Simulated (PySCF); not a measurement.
## Electronic structure of C₃H₄Cl₂OSi in real space

Input file:

```
{"job": {"kind": "nmr", "xc": "PBE0", "basis": "pcSseg-1"}, "charge": 0, "multiplicity": 1}
Cl     2.691700    -0.861234    -1.129196
C      1.674926     0.388079    -0.361482
Si     0.162060    -0.415878     0.474036
Cl     0.703237    -1.741128     1.860522
C     -1.455603    -0.561013    -0.491842
C     -1.878375     0.462881     0.250683
O     -0.857561     0.802611     1.116064
H      2.306374     0.904097     0.359836
H      1.393702     1.090294    -1.142677
H     -1.949098    -1.101201    -1.271859
H     -2.785937     1.035163     0.309951
```

Launched as:

```sh
OMP_NUM_THREADS=1 python probes_run.py task.json out
```

Geometry: GFN2-xTB.

Level of theory: PySCF, PBE0/pcSseg-1, SCF density, gas phase, non-relativistic.

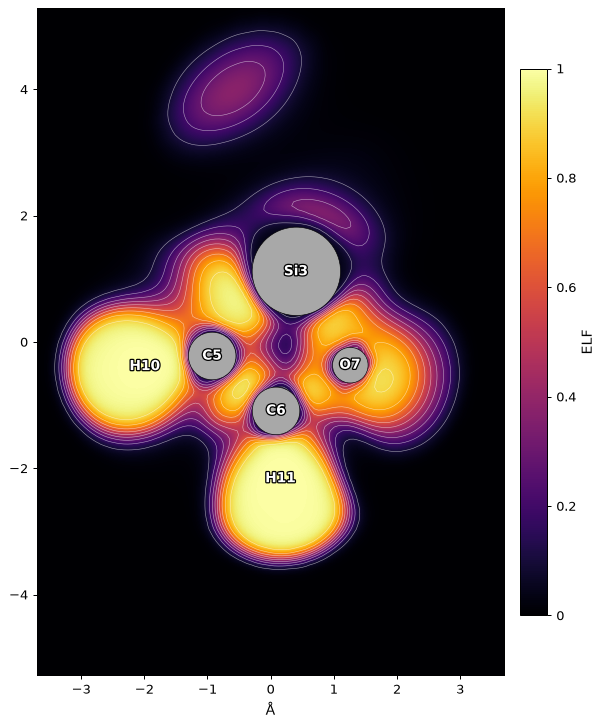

Figure 1. ELF on the plane of atoms Si3, O7 and C6. Grey discs cover the atomic cores.

### Read the bonding off the picture.

Atoms in the plane: Si, C, O and H. C–C (1.33 Å): the ELF peaks at about 0.90 between the atoms; a multiple bond. C–O (1.38 Å): the ELF peaks at about 0.85 between the atoms, as expected for a polar covalent bond. Si–O (1.71 Å): the ELF peaks at about 0.85 between the atoms: a shared but strongly polarised pair. C–Si (1.89 Å): the ELF peaks at about 0.90 between the atoms; a shared electron pair. C–H (1.07 Å): the ELF climbs to about 1 towards the hydrogen, as it does in any bond to H; an ordinary covalent bond to hydrogen. The ELF also peaks beside O7, away from the bonds: lone-pair regions.

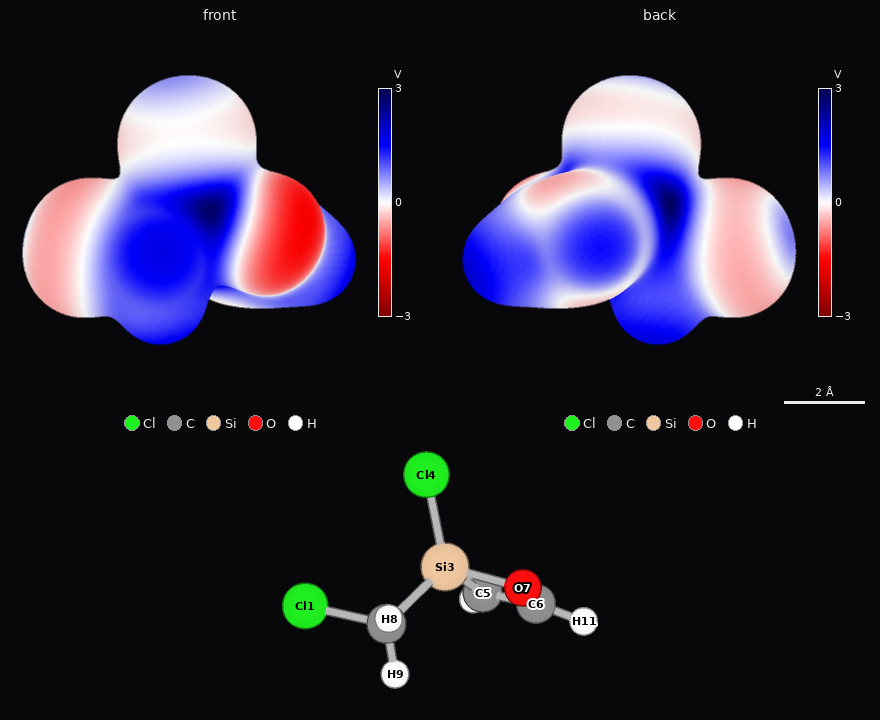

Figure 2. The electrostatic potential painted on the density surface at 0.004 e/bohr³, seen from the front and from behind; red is negative and blue positive. The bare structure is drawn below in the same view.

### Where is the surface potential most negative and most positive?

The most negative region (about −1.5 V) lies over O7, the most positive (about +2.7 V) over Si3. Cl1 shows a σ-hole: about +0.7 V at the tip opposite its bond, against about −0.4 V on its flanks. Cl4 shows a σ-hole: about +0.6 V at the tip opposite its bond, against about −0.1 V on its flanks. O7 is the likeliest acceptor of a hydrogen bond.
